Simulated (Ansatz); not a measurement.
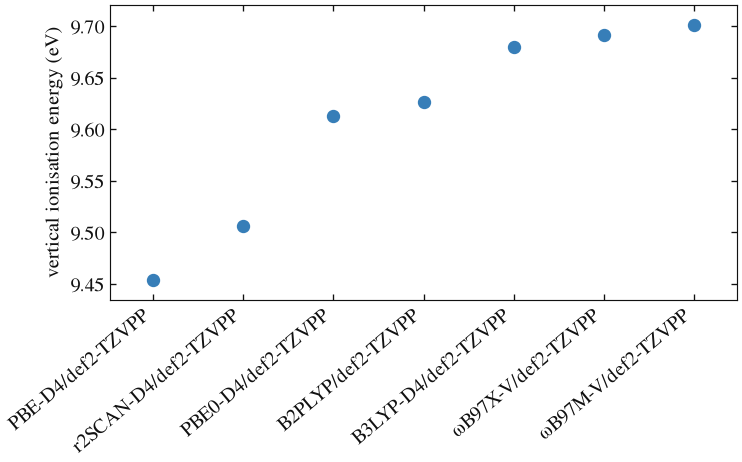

Vertical ionisation energy of C₂H₂AlF, SMILES F[C]1=[CH][AlH]1, singlet, taken as the energy of the cation less that of the neutral at fixed geometry (unrestricted doublet cation, cores frozen in correlated methods, no spin-orbit coupling), the Ansatz code 0.2.0, at a PBE0-D4/def2-TZVP geometry (a minimum by its frequencies).

**What range do the values span?**

From 9.45 eV (PBE-D4/def2-TZVPP) to 9.70 eV (ωB97M-V/def2-TZVPP).

**Give the values.**

```
               level    eV
   PBE-D4/def2-TZVPP  9.45
r2SCAN-D4/def2-TZVPP  9.51
  PBE0-D4/def2-TZVPP  9.61
   B2PLYP/def2-TZVPP  9.63
 B3LYP-D4/def2-TZVPP  9.68
  ωB97X-V/def2-TZVPP  9.69
  ωB97M-V/def2-TZVPP  9.70
```
